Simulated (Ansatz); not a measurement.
## What a change does: geometry relaxation on CoPH$_{3}$Cl$_{5}$

System: CoPH$_{3}$Cl$_{5}$, charge −2, multiplicity 5.
Method of the first run: UKS PBE0-D4/def2-SVPD (Ansatz 0.2.0).

The geometry: PBE0-D4/def2-SVPD start. Text and figures count atoms from 1; the logs count them from 0 in places.

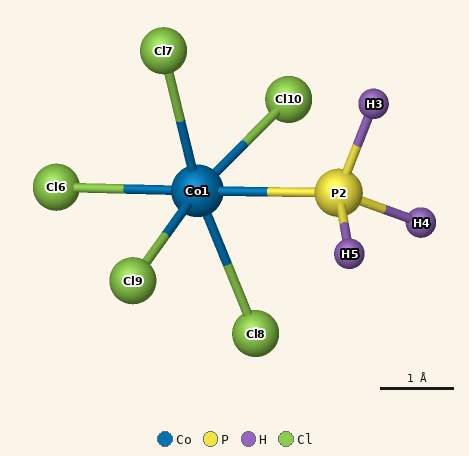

The structure as given in the input (ball-and-stick view, seen at a tilt; atoms are numbered from 1 in the order of the input). Sticks mark near contacts.

## The input, the first run
```yaml
crystal:
  periodic: [false, false, false]
  atoms:
    - {symbol: Co, position_ang: [0.020153, 0.043620, -0.926637]}
    - {symbol: P, position_ang: [-0.017440, -0.036162, 1.259608]}
    - {symbol: H, position_ang: [1.143866, -0.511864, 1.922421]}
    - {symbol: H, position_ang: [-1.008152, -0.839032, 1.872687]}
    - {symbol: H, position_ang: [-0.214155, 1.181174, 1.969543]}
    - {symbol: Cl, position_ang: [-0.023499, -0.041067, -3.216405]}
    - {symbol: Cl, position_ang: [2.320901, 0.056047, -0.775175]}
    - {symbol: Cl, position_ang: [-2.286697, 0.073996, -0.674700]}
    - {symbol: Cl, position_ang: [0.034263, 2.339583, -0.814670]}
    - {symbol: Cl, position_ang: [0.030770, -2.266293, -0.616671]}
basis:
  gaussian: {orbitals: def2-SVPD}
total_charge: -2
magnetization: {spin_polarized: true, initial_magnetization: 4}
hamiltonian: {xc: pbe0, dispersion: d4}
scf: {lower_state_search: "off"}
output: {orbitals: {seedname: orbitals}}
relax: {f_tol: 0.02, max_steps: 100}
```

Launched with:
```bash
ansatz run in.yaml --threads 4 --pin off --events-out ev --progress --plain --max-ram 8704MiB
```

Hardware: 4 threads of Arm Neoverse N1, 40 GiB of memory available, shared host.

## Output, shortened to warnings, some set-up lines, iterations and results (the first run)
```
[...]
mean field evaluation 1: about -109456.3319 eV, gradient 1.4e2 eV
mean field evaluation 2: about -109059.0160 eV, gradient 3.1e2 eV
mean field evaluation 4: about -109492.3702 eV, gradient 8.1e1 eV
mean field evaluation 8: about -109526.9712 eV, gradient 7.3e0 eV
mean field evaluation 16: about -109527.3311 eV, gradient 5.3e-2 eV
[... 5 lines ...]
relax step   4: F+E_penalty+E_count = -109528.57293283 eV  Δ(F+E_penalty+E_count) = -4.261e-3 eV  max|allowed force component| = 2.400e-1 eV/Å  Δτ_max = 0.2000 Å  (50 SCF …
relax step   5: F+E_penalty+E_count = -109528.58186189 eV  Δ(F+E_penalty+E_count) = -8.929e-3 eV  max|allowed force component| = 8.583e-2 eV/Å  Δτ_max = 0.1226 Å  (52 SCF …
relax step   6: F+E_penalty+E_count = -109528.58423011 eV  Δ(F+E_penalty+E_count) = -2.368e-3 eV  max|allowed force component| = 3.289e-2 eV/Å  Δτ_max = 0.0272 Å  (49 SCF …
mean field evaluation 96: about -109528.0621 eV, gradient 1.2e-3 eV
relax step   7: F+E_penalty+E_count = -109528.58441187 eV  Δ(F+E_penalty+E_count) = -1.818e-4 eV  max|allowed force component| = 1.227e-2 eV/Å  Δτ_max = 0.0097 Å  (49 SCF …
Total energy: -109528.58445013 eV, -4025.1012374014 hartree
Atom 0 at     0.043625     0.111753    -1.145116 Å, force     0.004321     0.010875     0.001795 eV/Å
Atom 1 at    -0.031032    -0.075011     1.306113 Å, force     0.007129     0.012266     0.001294 eV/Å
Atom 2 at     1.115850    -0.578585     1.977264 Å, force    -0.002762    -0.004181     0.000840 eV/Å
Atom 3 at    -1.036891    -0.866612     1.909033 Å, force    -0.000380    -0.001305     0.000023 eV/Å
Atom 4 at    -0.208742     1.126002     2.059043 Å, force    -0.002301    -0.003186     0.001700 eV/Å
Atom 5 at    -0.069483    -0.164255    -3.405519 Å, force    -0.001101    -0.003838    -0.004163 eV/Å
Atom 6 at     2.431864     0.142661    -0.739769 Å, force     0.003374    -0.004464     0.000037 eV/Å
Atom 7 at    -2.371573     0.154520    -0.611893 Å, force    -0.004430    -0.002107     0.000158 eV/Å
Atom 8 at     0.052613     2.486986    -0.829464 Å, force    -0.003477     0.003111    -0.000229 eV/Å
Atom 9 at     0.073780    -2.337456    -0.519691 Å, force    -0.000374    -0.007171    -0.001455 eV/Å
Dipole moment:    -0.021300    -0.050379     0.878177 e Å
Checks for a lower state left out: stability, starts, cluster_reference, orbital_swaps, neighbouring_geometries, increment
```

For the second run the input was changed thus:
```diff
-magnetization: {spin_polarized: true, initial_magnetization: 4}
+magnetization: {spin_polarized: true, initial_magnetization: 2}
```

What does this change do to the results?

With the same method and basis, the second run lies 1.4 kcal/mol lower. The LUMO goes from 3.27 to 2.74 eV.

## Output, shortened to warnings, some set-up lines, iterations and results (the second run)
```
[...]
mean field evaluation 1: about -109459.7104 eV, gradient 1.4e2 eV
mean field evaluation 2: about -109077.8765 eV, gradient 3.1e2 eV
mean field evaluation 4: about -109491.8642 eV, gradient 8.8e1 eV
mean field evaluation 8: about -109527.4622 eV, gradient 6.9e0 eV
mean field evaluation 16: about -109527.7700 eV, gradient 8.5e-2 eV
[... 8 lines ...]
mean field evaluation 96: about -109528.1087 eV, gradient 8.3e-4 eV
relax step   7: F+E_penalty+E_count = -109528.64302362 eV  Δ(F+E_penalty+E_count) = -8.018e-4 eV  max|allowed force component| = 2.980e-2 eV/Å  Δτ_max = 0.0358 Å  (52 SCF …
relax step   8: F+E_penalty+E_count = -109528.64343494 eV  Δ(F+E_penalty+E_count) = -4.113e-4 eV  max|allowed force component| = 2.150e-2 eV/Å  Δτ_max = 0.0246 Å  (53 SCF …
relax step   9: F+E_penalty+E_count = -109528.64360671 eV  Δ(F+E_penalty+E_count) = -1.718e-4 eV  max|allowed force component| = 2.775e-2 eV/Å  Δτ_max = 0.0199 Å  (53 SCF …
relax step  10: F+E_penalty+E_count = -109528.64367131 eV  Δ(F+E_penalty+E_count) = -6.461e-5 eV  max|allowed force component| = 1.440e-2 eV/Å  Δτ_max = 0.0102 Å  (56 SCF …
Total energy: -109528.64370914 eV, -4025.1034151297 hartree
Atom 0 at     0.105284     0.102983    -1.047591 Å, force    -0.005400    -0.002726     0.003732 eV/Å
Atom 1 at    -0.115149    -0.114121     1.180751 Å, force     0.001718     0.004268     0.014399 eV/Å
Atom 2 at     1.119005    -0.453021     1.795349 Å, force    -0.012982     0.003189    -0.005216 eV/Å
Atom 3 at    -1.019437    -0.978105     1.823976 Å, force     0.006617     0.006655    -0.005723 eV/Å
Atom 4 at    -0.398358     1.134191     1.795692 Å, force     0.002146    -0.013448    -0.005671 eV/Å
Atom 5 at    -0.081497    -0.081564    -3.327672 Å, force     0.000633     0.001555     0.000444 eV/Å
Atom 6 at     2.505793     0.048279    -0.724914 Å, force    -0.000138     0.001811    -0.001699 eV/Å
Atom 7 at    -2.347642     0.187701    -0.380059 Å, force     0.004656    -0.001724     0.000896 eV/Å
Atom 8 at     0.134502     2.505236    -0.735181 Å, force     0.002958    -0.001397    -0.001429 eV/Å
Atom 9 at     0.097509    -2.351577    -0.380352 Å, force    -0.000210     0.001818     0.000267 eV/Å
Dipole moment:    -0.241612    -0.242447     1.226455 e Å
Checks for a lower state left out: stability, starts, cluster_reference, orbital_swaps, neighbouring_geometries, increment
```

## The two runs side by side

| quantity | the first run | the second run |
| --- | --- | --- |
| outcome | converged | converged |
| total energy (hartree) | −4025.101237 | −4025.103415 |
| HOMO (eV) | 0.34 | 0.33 |
| LUMO (eV) | 3.27 | 2.74 |
| ⟨S²⟩ | 6.012 | 2.332 |
| largest force (eV/Å) | 0.014 | 0.015 |
| basis functions | 217 | 217 |
| wall time (shared host) | 4.4 min | 6 min |

For both runs: A multiply charged ion in the gas phase: its levels are not those in solution or in a crystal. The highest filled orbital lies above zero: either the extra electron isn't bound at this level, or the self-interaction error of the functional lifts the level. For the second run: ⟨S²⟩ is 2.33 against 2.00 for a pure state: the solution is spin-contaminated.
